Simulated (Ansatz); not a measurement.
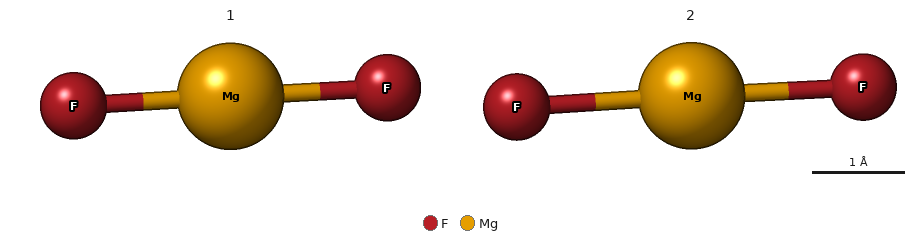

Two geometries of MgF2, drawn at one scale. One is the start of a relaxation, the other its converged end. A ball-and-stick model, seen at a tilt.

Computed with Ansatz 0.2.0, RKS PBE0/6-31G*. (no spin polarisation; force threshold 0.02 eV/Å; at most 40 steps)

Question: Which of the two is the end point?

Answer: Structure 1 is the relaxed one. The run prepares the start of a later molecular dynamics calculation, from a guessed geometry. After 4 geometry steps the energy has fallen by 13.7 kcal/mol. The largest force component goes from 2.4 to 0.0051 eV/Å. The largest move after the best rigid fit is that of an F atom, 0.19 Å. Largest moves by element: F 0.19 Å, Mg 0.01 Å. Among the contacts that change: F–Mg 1.932 → 1.735 Å, F–Mg 1.897 → 1.734 Å. The run took 6.3 s on 1 thread of Arm Neoverse N1, with other jobs on the host, peak memory 0.096 GiB.
